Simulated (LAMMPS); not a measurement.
Molecular dynamics of Si (diamond structure), a cell 115 Å long along the (001) normal (4200 atoms) with 64 % of it melted and the whole then held at 1350 K and zero normal pressure.

All values are model results, not measurements: classical MD, pair style tersoff/mod, file Si.tersoff.mod; code LAMMPS.

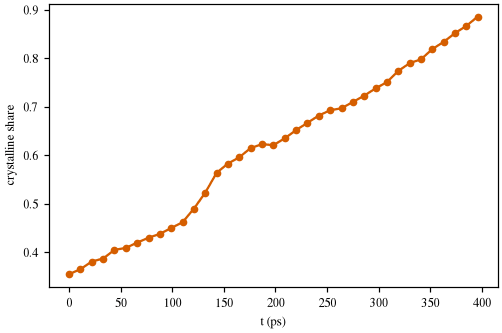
Figure. Crystalline share against t (ps)

The data show:
- interface speed (growth positive): 7.8 ± 0.3 m/s
- direction: the crystal grows
